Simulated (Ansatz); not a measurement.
CHBN (charge +1)

```yaml
atoms:
  - { symbol: C, position_ang: [0.0000, 0.0000, -1.8704] }
  - { symbol: B, position_ang: [0.0000, 0.0000, 0.6679] }
  - { symbol: N, position_ang: [0.0000, 0.0000, -0.6532] }
  - { symbol: H, position_ang: [0.0000, 0.0000, 1.8557] }
```

Geometry: PBE0-D3(BJ)/def2-SVP.

Level of theory: isolated molecule in a Gaussian basis; Kohn-Sham density functional theory, functional PBE0 in Ansatz 0.2.0.

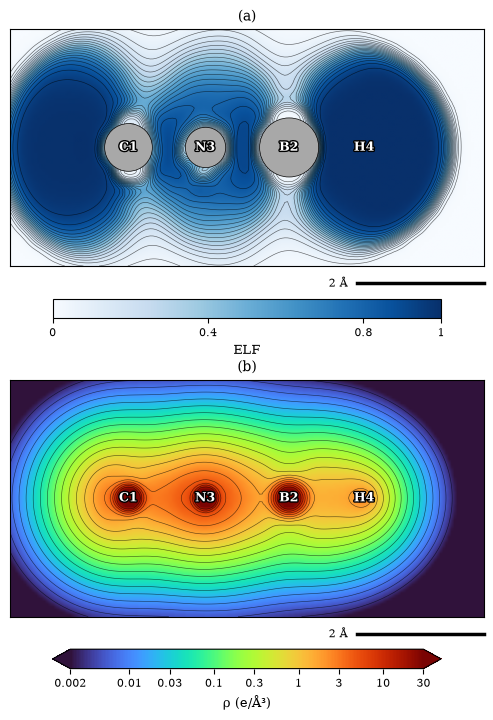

Figure 1. (a) electron localisation function; (b) electron density on a plane that holds the molecular axis. Grey discs cover the atomic cores in the ELF map.

Q: What do the fields say about this system?

A: The section cuts through C, B, N and H sites.
C–N (1.22 Å): ρ is about 3.2 e/Å³ halfway; the ELF peaks at about 0.90 between the atoms: a short, multiple covalent bond.
B–N (1.32 Å): the density is about 2.3 e/Å³ at the midpoint; the ELF peaks at about 0.90 between the atoms, as expected for a short, strongly polar bond.
B–H (1.19 Å): the density is about 1.4 e/Å³ at the midpoint; the ELF is about 1 at the midpoint; an ordinary covalent bond to hydrogen.
The ELF also peaks beside N3 and C1, away from the bonds: lone-pair regions.

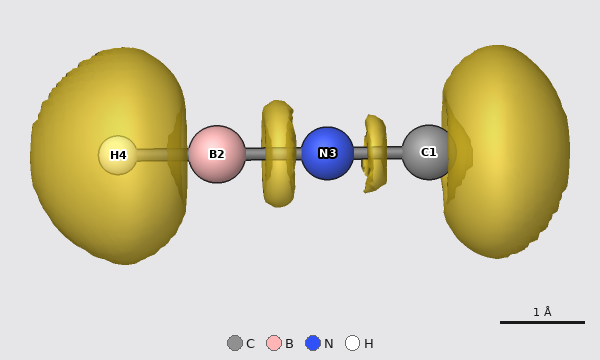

Figure 2. Isosurface of the ELF at 0.85 (yellow), seen from one side. Only the valence region is drawn (cores and ρ < 0.01 e/Å³ removed).

Q: Describe the localisation domains.

A: At this value the surface marks out one region between bonded B–N atoms (shared pairs), one region between bonded C–N atoms (shared pairs), one region around a hydrogen nucleus and one lobe on C, pointing away from the bonds (lone pairs).

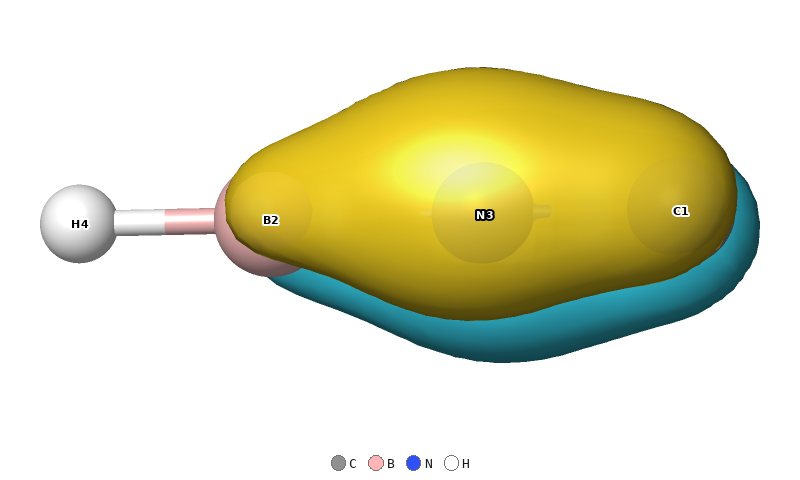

Figure 3. The HOMO−1 at ±0.2 Å⁻³ᐟ² (yellow and cyan are the two phases), seen from one side.

Q: What is the character of this orbital?

A: It lies mainly on N3 (about 60 %), C1 (about 25 %) and B2 (about 15 %). It is one of a degenerate set, so its orientation is arbitrary. Its energy is −19.21 eV.
